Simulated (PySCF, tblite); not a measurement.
# C4H8BF3: geometry, infrared bands and NMR shifts

Aim: predict the infrared bands and NMR shifts of C4H8BF3 (`CB[C@H](CF)C(F)F`).

Computed with tblite 0.8.0 and PySCF 2.14.0, with density-fitted response routines of our own, on a single molecule in the gas phase. Atoms are numbered from 0 throughout.

## 1. The starting structure

16 atoms, charge 0, multiplicity 1; geometry from: force field or distance geometry start.

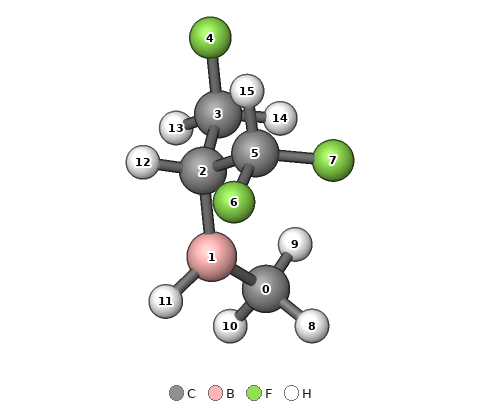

The starting geometry (carbon grey, boron pink, fluorine green, hydrogen white), atoms numbered.

## 2. Geometry optimisation with GFN2-xTB

The job: settings as JSON, then the geometry in Å.

```
{"job": {"kind": "relax", "xc": "GFN2-xTB", "basis": "xTB"}, "charge": 0, "multiplicity": 1}
C      2.051000    -0.388800     0.158300
B      0.774100    -0.448500    -0.771600
C     -0.613100     0.182300    -0.486700
C     -0.519700     1.423700     0.388900
F     -1.773500     1.968600     0.635600
C     -1.561200    -0.852100     0.126800
F     -1.669800    -1.878000    -0.763000
F     -1.123900    -1.284900     1.365600
H      2.278700    -1.420500     0.523400
H      1.955900     0.261200     1.040100
H      2.903800    -0.048900    -0.458900
H      0.957600    -0.863900    -1.873900
H     -1.080900     0.451300    -1.460700
H      0.124300     2.143600    -0.143900
H     -0.132600     1.155400     1.409700
H     -2.578300    -0.391600     0.298800
```

Run with:

```bash
> OMP_NUM_THREADS=1 python probes_run.py task.json out
```

This one command runs all jobs of the session in turn.

**Question.** This job is followed by: GFN2-xTB harmonic vibrations, gas phase; GIAO PBE0/pcSseg-1 NMR shielding, non-relativistic, gas phase. Predict these results of the whole session: strongest single infrared mode (GFN2-xTB); zero-point energy (GFN2-xTB); 13C shifts against TMS (PBE0/pcSseg-1); 1H shifts against TMS (PBE0/pcSseg-1, means over atoms taken as alike); 11B shifts against BF3·OEt2 (PBE0/pcSseg-1); 19F shifts against CFCl3 (PBE0/pcSseg-1); surface potential, least and greatest.

The runs gave:

| quantity | value |
| --- | --- |
| strongest single infrared mode (GFN2-xTB) | 1187 cm⁻¹, 268 km/mol |
| zero-point energy (GFN2-xTB) | 73.5 kcal/mol |
| 13C shifts against TMS (PBE0/pcSseg-1) | 124.0, 85.1, 52.3, 14.4 ppm |
| 1H shifts against TMS (PBE0/pcSseg-1, means over atoms taken as alike) | 8.17, 6.62, 5.23, 5.18, 2.58, 1.10 ppm |
| 11B shifts against BF3·OEt2 (PBE0/pcSseg-1) | 89.6 ppm |
| 19F shifts against CFCl3 (PBE0/pcSseg-1) | -133.7, -136.0, -256.7 ppm |
| surface potential, least and greatest | -0.89 V and 1.33 V |

In words: Over 100 steps the energy fell by 0.320 eV; of the close pairs, B1–C2 changed most, 1.550 to 1.598 Å. No mode is imaginary among the 42: a minimum at this level. The strongest single mode, at 1187 cm⁻¹, is spread over many atoms; the largest shares are those of B1, C2. GFN2-xTB is a fitted tight-binding method: band positions and strengths are rough. Its intensities can rank the bands wrongly. At PBE0/pcSseg-1: Shielding is most anisotropic at F6 (span 213 ppm, paramagnetic term -168 ppm). By nearest atom (PBE0/pcSseg-1), the HOMO sits on C2 22 %; B1 14 % and the LUMO on B1 55 %; H11 14 %.
